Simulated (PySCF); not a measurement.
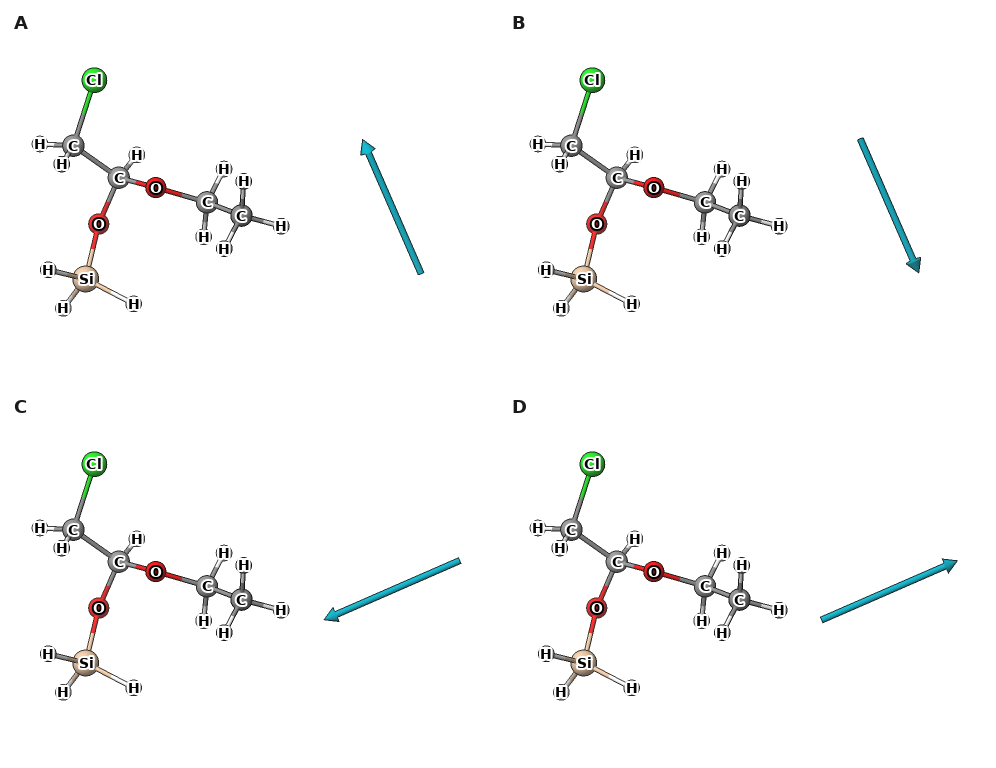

The same molecule four times, each with an arrow. The computed structure is the end point of a GFN2-xTB optimisation. No frequency run is at hand to confirm it as a minimum. Level of theory: PBE0/pcSseg-1, gas phase (PySCF 2.14.0).

Which arrow points along the dipole moment, from the negative to the positive end?

Answer. B. The dipole moment is 1.86 D.

The geometry is semi-empirical. Around Si such bond lengths and angles can be off by a tenth of an ångström or more and by several degrees, and values that hang on the shape move with them.
